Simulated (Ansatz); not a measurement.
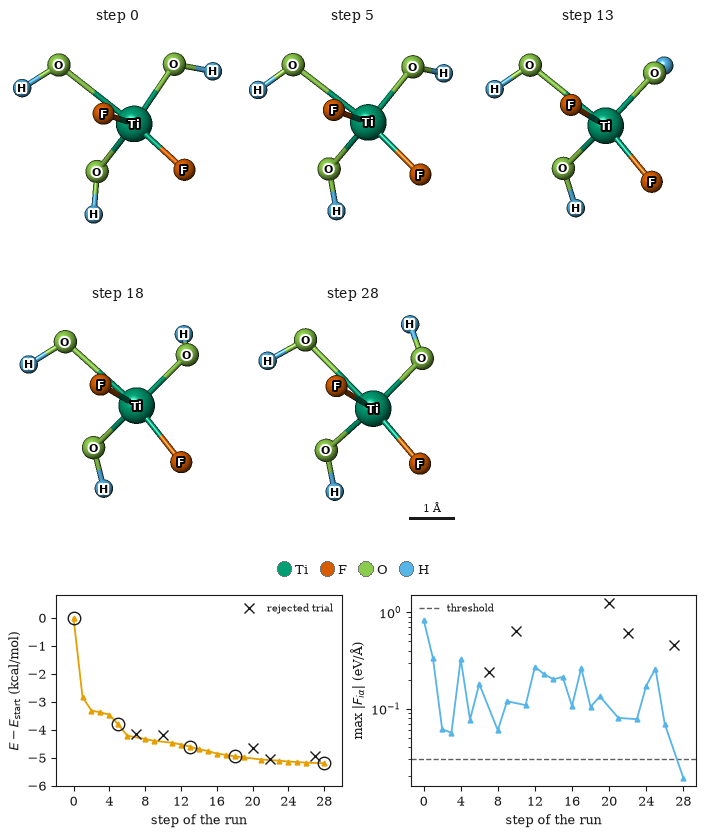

Frames of a relaxation of TiH$_{3}$O$_{3}$F$_{2}$ (multiplicity 2), marked on the history of the run. The picture is a ball-and-stick view, seen at a tilt.

The run prepares an end point of a later path (reaction) calculation, from a guessed geometry.

All numbers below come from Ansatz, UKS PBE/def2-SVP. (collinear spin; force threshold 0.03 eV/Å; at most 50 steps)

> Describe the path.

The energy falls by 5.19 kcal/mol in 23 accepted moves (28 points after the start). The largest force component goes from 0.84 to 0.019 eV/Å. The line search rejected the trial steps at points 7, 10, 20, 22, 27 of the run. The atom that moves furthest after the best rigid fit is an H atom (1.03 Å). Largest moves by element: H 1.03 Å, O 0.48 Å, F 0.37 Å, Ti 0.22 Å. Near-neighbour distances that change, for instance: O–Ti 1.824 → 1.793 Å, O–Ti 2.172 → 2.199 Å, H–O 1.005 → 0.987 Å, F–Ti 1.840 → 1.853 Å. Bond angles that change, for instance: F–Ti–F 83.5° → 99.0°, O–Ti–F 148.8° → 163.3°, Ti–O–H 128.5° → 120.7°. Groups turn about O–Ti by about 145°, O–Ti by about 35°. Cost: 96 s on 4 threads of Arm Neoverse V1, on a shared host, peak memory 0.25 GiB. From step 0 to 5: an F atom moves most (0.21 Å), energy −3.80 kcal/mol. From step 5 to 13: an H atom moves most (0.41 Å), energy −0.79 kcal/mol. From step 13 to 18: an H atom moves most (0.32 Å), energy −0.35 kcal/mol. From step 18 to 28: an H atom moves most (0.37 Å), energy −0.24 kcal/mol.
